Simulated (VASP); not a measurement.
Band structure of Al (fcc). Method: RPBE GGA, VASP's PBE PAW potentials (set 64) (plane waves; VASP).

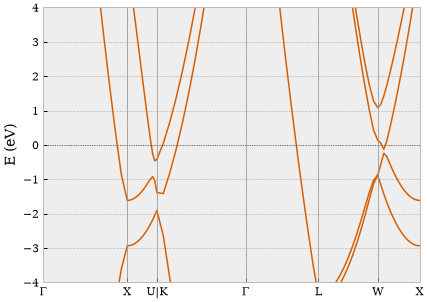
*Bands along high-symmetry lines, zero at the valence-band maximum or, without a gap, the Fermi level*

Q: Read the plot: is there a gap, and where are the band edges?

A: It has no gap at this level: it comes out as a metal or semimetal. (Edges off the drawn lines would not show.)

The compound is Al in the fcc structure. It was relaxed first.
